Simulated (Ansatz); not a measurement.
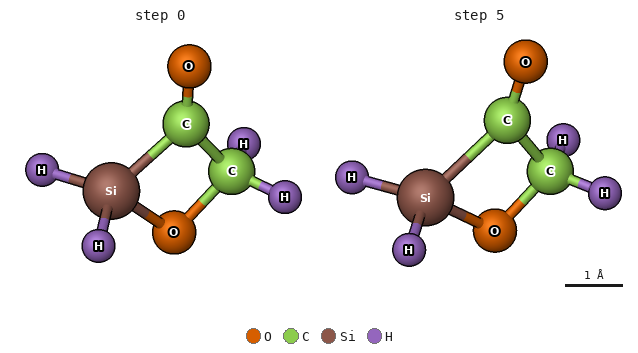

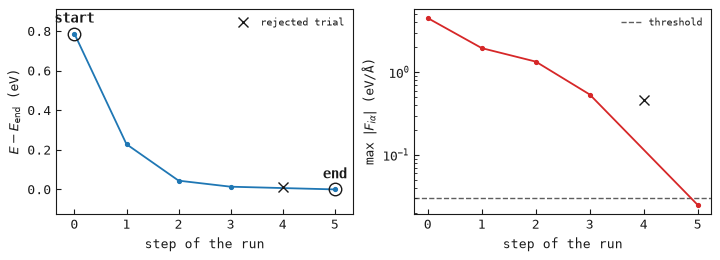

First and last geometry of a relaxation of C$_{2}$H$_{4}$O$_{2}$Si (coarse preliminary run), with the history of the run. Style: ball-and-stick. Shown at a tilt.

The start comes from a force field.

Computed with Ansatz 0.2.0, RKS PBE-D4/def2-SVP.

Input
```yaml
crystal:
  periodic: [false, false, false]
  atoms:
    - {symbol: O, position_ang: [-1.392400, -0.348800, -1.588800]}
    - {symbol: C, position_ang: [-0.592300, -0.089500, -0.772100]}
    - {symbol: C, position_ang: [0.738800, 0.645300, -0.609300]}
    - {symbol: O, position_ang: [1.016300, 0.281500, 0.813100]}
    - {symbol: Si, position_ang: [-0.478100, -0.601100, 0.917400]}
    - {symbol: H, position_ang: [1.581100, 0.262000, -1.218800]}
    - {symbol: H, position_ang: [0.746600, 1.733100, -0.717300]}
    - {symbol: H, position_ang: [-0.144000, -2.006400, 1.206700]}
    - {symbol: H, position_ang: [-1.387600, 0.077500, 1.952100]}
basis:
  gaussian: {orbitals: def2-SVP}
hamiltonian: {xc: pbe, dispersion: d4}
relax: {f_tol: 0.03, max_steps: 200}
```

Launched with:
```bash
ansatz run in.yaml --threads 2 --pin off --events-out ev --progress --plain --max-ram 4352MiB
```

Did the run converge, and what did it change?

Answer. It converged. The energy falls by 0.787 eV in 4 accepted moves (5 points after the start). The largest force component goes from 4.5 to 0.025 eV/Å. The line search rejected the trial step at point 4 of the run. O1 moves most after the best rigid fit: 0.32 Å. By element the largest moves are O 0.32 Å, H 0.21 Å, Si 0.15 Å, C 0.07 Å. Some distances before and after: C2–Si5 1.769 → 1.982 Å, C3–O4 1.494 → 1.437 Å, Si5–H8 1.473 → 1.505 Å, Si5–H9 1.536 → 1.505 Å. Bond angles that change, for instance: O1–C2–Si5 130.2° → 144.6°, O1–C2–C3 140.8° → 130.6°, C3–O4–Si5 91.2° → 98.9°. The run took 12 s on 2 threads of Arm Neoverse V2 (shared host).

```tsv
step	E − E(0), eV	largest force component, eV/Å	note
0	0.0000	4.4979	
1	-0.5588	1.9521	
2	-0.7431	1.3417	
3	-0.7736	0.5374	
4	-0.7728	0.4646	rejected
5	-0.7873	0.0250
```
